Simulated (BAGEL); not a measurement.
# CH2FNSi (SMILES FC1=N[SiH2]1), step by step

Aim: a single-point energy (HF/cc-pVDZ), then the energy (NEVPT2(2,2)/cc-pVDZ), then the energy (CASPT2(2,2)/cc-pVDZ) of CH2FNSi. 

Program for the calculation: BAGEL 1.2.2.

2 further runs of the same task are left out: 2 set aside as unsound or not needed.

**1. The molecule**

The species is CH2FNSi (6 atoms), meant as a singlet with charge 0. As SMILES, `FC1=N[SiH2]1`. Geometry: relaxed at PBE0-D4/def2-TZVP.

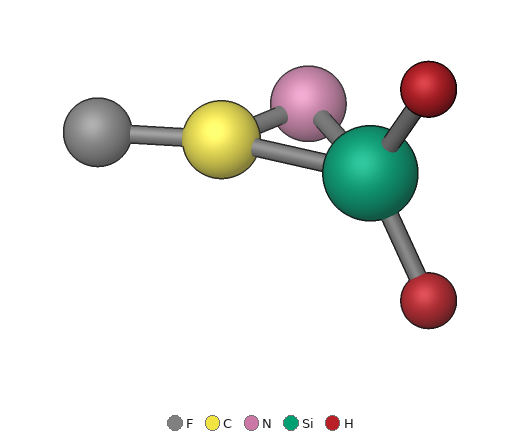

The structure, seen from a chosen angle (fluorine grey, carbon yellow, nitrogen pink, silicon teal, hydrogen red).

**2. A single-point energy at HF/cc-pVDZ (density fitting with svp-jkfit) (run 1)**

The input, calc.json:

```json
{ "bagel": [

{
  "title": "molecule",
  "basis": "cc-pvdz.json",
  "df_basis": "svp-jkfit",
  "geometry": [
    { "atom": "F", "xyz": [     2.68931460,    -3.03928621,     1.60912636 ] },
    { "atom": "C", "xyz": [     0.96942950,    -1.54088268,     0.63041264 ] },
    { "atom": "N", "xyz": [    -1.17937807,    -2.09929675,    -0.23527090 ] },
    { "atom": "Si", "xyz": [    -0.53743811,     1.23701472,    -0.44200694 ] },
    { "atom": "H", "xyz": [     0.00321253,     2.34968546,    -2.94324844 ] },
    { "atom": "H", "xyz": [    -1.86572660,     2.97197228,     1.29370650 ] }
  ]
},

{ "title": "hf" },

{ "title": "print", "file": "orbitals.molden", "orbitals": true }

]}
```

The basis set cc-pVDZ is read from a file made from the Basis Set Exchange's data (not shown).

Run with:

```sh
$ BAGEL_NUM_THREADS=1 BAGEL calc.json > calc.out
```

The log of the run:

```text
* using 1 threads per process

  ===============================================================
  ===============================================================

  *** Geometry ***

  { "atom" : "F", "xyz" : [      2.689315,     -3.039286,      1.609126 ] },
  { "atom" : "C", "xyz" : [      0.969430,     -1.540883,      0.630413 ] },
  { "atom" : "N", "xyz" : [     -1.179378,     -2.099297,     -0.235271 ] },
  { "atom" : "Si", "xyz" : [     -0.537438,      1.237015,     -0.442007 ] },
  { "atom" : "H", "xyz" : [      0.003213,      2.349685,     -2.943248 ] },
  { "atom" : "H", "xyz" : [     -1.865727,      2.971972,      1.293707 ] },

  Number of auxiliary basis functions:      393

  Since a DF basis is specified, we compute 2- and 3-index integrals:
    o Being stored without compression. Storage requirement is 0.015 GB

  Number of basis functions:       70
  Number of electrons      :       38

    * METHOD: MOLECULE                             0.14

  *** RHF ***

  === Nuclear Repulsion ===
   147.1535333218

      * DIIS with orbital gradients will be used.

  === RHF iteration (cc-pvdz.json) ===
      0       -481.59122805          0.01782835           0.04
      1       -481.70390139          0.01413590           0.04
      2       -481.78564268          0.00178222           0.03
      3       -481.78786890          0.00073987           0.04
      4       -481.78826780          0.00026003           0.04
      5       -481.78833512          0.00011827           0.03
      6       -481.78835315          0.00005836           0.04
      7       -481.78835771          0.00001485           0.04
      8       -481.78835790          0.00000604           0.04
      9       -481.78835794          0.00000293           0.04
     10       -481.78835795          0.00000130           0.04
     11       -481.78835795          0.00000037           0.04
     12       -481.78835795          0.00000017           0.04
     13       -481.78835795          0.00000006           0.04
     14       -481.78835795          0.00000003           0.03
     15       -481.78835795          0.00000002           0.04
     16       -481.78835795          0.00000001           0.04
    * SCF iteration converged.

    * Permanent dipole moment:
           (   -0.025635,    -1.254287,     0.172859) a.u.

    * METHOD: HF                                   0.74

    * METHOD: PRINT                                0.01

  ===============================================================
```

It took 1 s on 1 thread of Arm Neoverse V1, shared host; peak memory 0.14 GiB.

**3. A single-point energy at NEVPT2(2,2)/cc-pVDZ (density fitting with svp-jkfit) (run 2)**

The input, nevpt2.json:

```json
{ "bagel" : [

{
  "title" : "molecule",
  "basis" : "cc-pvdz.json",
  "df_basis" : "svp-jkfit",
  "angstrom" : "false",
  "geometry" : [
    { "atom" : "F", "xyz" : [     2.68931460,    -3.03928621,     1.60912636 ] },
    { "atom" : "C", "xyz" : [     0.96942950,    -1.54088268,     0.63041264 ] },
    { "atom" : "N", "xyz" : [    -1.17937807,    -2.09929675,    -0.23527090 ] },
    { "atom" : "Si", "xyz" : [    -0.53743811,     1.23701472,    -0.44200694 ] },
    { "atom" : "H", "xyz" : [     0.00321253,     2.34968546,    -2.94324844 ] },
    { "atom" : "H", "xyz" : [    -1.86572660,     2.97197228,     1.29370650 ] }
  ]
},

{
  "title" : "hf"
},

{
  "title" : "nevpt2",
  "nstate" : 1,
  "nact" : 2,
  "nclosed" : 18,
  "active" : [9, 25],
  "maxiter" : 200,
  "natocc" : "true",
  "ncore" : 8
},

{
  "title" : "print",
  "file" : "orbitals.molden",
  "orbitals" : "true"
}

]}
```

The basis set cc-pVDZ is read from a file made from the Basis Set Exchange's data (not shown).

Run with:

```sh
$ BAGEL_NUM_THREADS=1 BAGEL nevpt2.json > nevpt2.out
```

The log of the run:

```text
* using 1 threads per process

  ===============================================================
  ===============================================================

  *** Geometry ***

  { "atom" : "F", "xyz" : [      2.689315,     -3.039286,      1.609126 ] },
  { "atom" : "C", "xyz" : [      0.969430,     -1.540883,      0.630413 ] },
  { "atom" : "N", "xyz" : [     -1.179378,     -2.099297,     -0.235271 ] },
  { "atom" : "Si", "xyz" : [     -0.537438,      1.237015,     -0.442007 ] },
  { "atom" : "H", "xyz" : [      0.003213,      2.349685,     -2.943248 ] },
  { "atom" : "H", "xyz" : [     -1.865727,      2.971972,      1.293707 ] },

  Number of auxiliary basis functions:      393

  Since a DF basis is specified, we compute 2- and 3-index integrals:
    o Being stored without compression. Storage requirement is 0.015 GB

  Number of basis functions:       70
  Number of electrons      :       38

    * METHOD: MOLECULE                             0.15

  *** RHF ***

  === Nuclear Repulsion ===
   147.1535333218

      * DIIS with orbital gradients will be used.

  === RHF iteration (cc-pvdz.json) ===
      0       -481.59122805          0.01782835           0.04
      1       -481.70390139          0.01413590           0.04
      2       -481.78564268          0.00178222           0.04
      3       -481.78786890          0.00073987           0.03
      4       -481.78826780          0.00026003           0.03
      5       -481.78833512          0.00011827           0.04
[... 9 lines of this table left out ...]
     15       -481.78835795          0.00000002           0.04
     16       -481.78835795          0.00000001           0.03
    * SCF iteration converged.

    * Permanent dipole moment:
           (   -0.025635,    -1.254287,     0.172859) a.u.

    * METHOD: HF                                   0.75

    * freezing 8 orbitals
  ---------------------------
      CASSCF calculation
  ---------------------------

    ==== Active orbitals : =====
         Orbital 9
         Orbital 25
    ============================

    * nstate   :      1
    * nclosed  :     18
    * nact     :      2
    * nvirt    :     50
  === CASSCF iteration (cc-pvdz.json) ===

    * Using the second-order algorithm

      0  0      -481.78848222     4.38e-05      0.02

      1  0      -481.79523928     8.19e-04      0.17

      2  0      -481.80722038     9.48e-04      0.24

[... 23 lines of this table left out ...]

     15  0      -481.81029998     4.88e-09      0.20

    * Second-order optimization converged. *

     guess   0:   closed 1.                   open ..

  === FCI iteration ===

      0  0      -481.78806810     1.15e-01      0.00
      1  0      -481.81025159     4.11e-03      0.00
      2  0 *    -481.81029998     4.57e-16      0.00

     * ci vector, state   0, <S^2> = 0.0000
       2.     0.9953816942
       .2    -0.0959962650

  === DF-NEVPT2 calculation ===

    * 3-index integral transformation done
    * assembly done

      NEVPT2 correlation energy:   -0.5358784868      0.11

          (+0)     -0.4186754992
          (+0)'    -0.0527904528
          (+1)     -0.0154477267
          (+1)'    -0.0000000000
          (+2)     -0.0008928717
          (-1)     -0.0427440442
          (-1)'     0.0000000000
          (-2)     -0.0053278923

      NEVPT2 total energy:       -482.3461784660

    * METHOD: NEVPT2                               3.99

    * METHOD: PRINT                                0.01

  ===============================================================
```

Wall time 5.1 s (1 thread of Arm Neoverse V1, shared host); peak memory 0.14 GiB.

**4. A single-point energy at CASPT2(2,2)/cc-pVDZ (density fitting with svp-jkfit) (run 3)**

The input, calc.json:

```json
{ "bagel" : [

{
  "title" : "molecule",
  "basis" : "cc-pvdz.json",
  "df_basis" : "svp-jkfit",
  "geometry" : [
    { "atom" : "F", "xyz" : [  2.68931460, -3.03928621,  1.60912636 ] },
    { "atom" : "C", "xyz" : [  0.96942950, -1.54088268,  0.63041264 ] },
    { "atom" : "N", "xyz" : [ -1.17937807, -2.09929675, -0.23527090 ] },
    { "atom" : "Si", "xyz" : [ -0.53743811,  1.23701472, -0.44200694 ] },
    { "atom" : "H", "xyz" : [  0.00321253,  2.34968546, -2.94324844 ] },
    { "atom" : "H", "xyz" : [ -1.86572660,  2.97197228,  1.29370650 ] }
  ]
},
{ "title" : "hf" },
{ "title" : "casscf", "nstate" : 1, "nact" : 2, "nclosed" : 18, "active" : [9, 25], "maxiter" : 200, "natocc" : true },
{ "title" : "print", "file" : "orbitals.molden", "orbitals" : true },
{ "title" : "smith", "method" : "caspt2", "ms" : true, "xms" : true, "sssr" : true, "shift" : 0.2, "shift_imag" : true, "ncore" : 8 }

]}
```

The basis set cc-pVDZ is read from a file made from the Basis Set Exchange's data (not shown).

Run with:

```sh
$ BAGEL_NUM_THREADS=1 BAGEL calc.json > calc.out
```

The log of the run:

```text
* using 1 threads per process

  ===============================================================
  ===============================================================

  *** Geometry ***

  { "atom" : "F", "xyz" : [      2.689315,     -3.039286,      1.609126 ] },
  { "atom" : "C", "xyz" : [      0.969430,     -1.540883,      0.630413 ] },
  { "atom" : "N", "xyz" : [     -1.179378,     -2.099297,     -0.235271 ] },
  { "atom" : "Si", "xyz" : [     -0.537438,      1.237015,     -0.442007 ] },
  { "atom" : "H", "xyz" : [      0.003213,      2.349685,     -2.943248 ] },
  { "atom" : "H", "xyz" : [     -1.865727,      2.971972,      1.293707 ] },

  Number of auxiliary basis functions:      393

  Since a DF basis is specified, we compute 2- and 3-index integrals:
    o Being stored without compression. Storage requirement is 0.015 GB

  Number of basis functions:       70
  Number of electrons      :       38

    * METHOD: MOLECULE                             0.16

  *** RHF ***

  === Nuclear Repulsion ===
   147.1535333218

[... 8 lines left out ...]
    * SCF iteration converged.
[... 1 line left out ...]
    * Permanent dipole moment:
[... 27 lines left out ...]
    * Second-order optimization converged. *
[... 9 lines left out ...]
     * ci vector, state   0, <S^2> = 0.0000
[... 16 lines left out ...]
    * Zeroth order energy : state  0       -1.8473665450

    * CASPT2 iteration is performed using orthogonal basis

      -------------------------------------------  CASPT2 iteration  ---------------------------------------------------
       #      aibj      arbs      arbi      airj      risj      airs      arst      rist         Etot      error   time
      ------------------------------------------------------------------------------------------------------------------

       0  -0.41933  -0.00607  -0.04323  -0.01736  -0.00123  -0.04661  -0.00000  -0.00000   -0.5338381  0.0039599   0.05
       1  -0.42034  -0.00615  -0.04368  -0.01811  -0.00138  -0.04814  -0.00000  -0.00000   -0.5377942  0.0007765   0.04
       2  -0.42048  -0.00616  -0.04363  -0.01818  -0.00139  -0.04821  -0.00000  -0.00000   -0.5380448  0.0001950   0.04
[... 4 lines of this table left out ...]
       7  -0.42048  -0.00616  -0.04364  -0.01816  -0.00140  -0.04822  -0.00000  -0.00000   -0.5380566  0.0000002   0.04

      ------------------------------------------------------------------------------------------------------------------

    * CASPT2 energy : state  0     -482.3511519263
        w/o shift correction       -482.3483565711
        reference weight              0.8518398299

    * METHOD: SMITH                                0.47

  ===============================================================
```

Run time: 5.4 s. Hardware: 1 thread of Arm Neoverse V1, shared host; peak memory 0.14 GiB.

**5. Results**

| quantity | value |
| --- | --- |
| run 1, HF/cc-pVDZ: total energy | -481.78836 Eh |
| run 1, HF/cc-pVDZ: dipole moment | 3.22 D |
| run 1, HF/cc-pVDZ: HOMO energy | -10.52 eV |
| run 1, HF/cc-pVDZ: LUMO energy | 2.49 eV |
| run 1, HF/cc-pVDZ: HOMO–LUMO gap | 13.01 eV |
| run 2, NEVPT2(2,2)/cc-pVDZ: total energy | -482.34618 Eh |
| run 3, CASPT2(2,2)/cc-pVDZ: total energy | -482.35115 Eh |
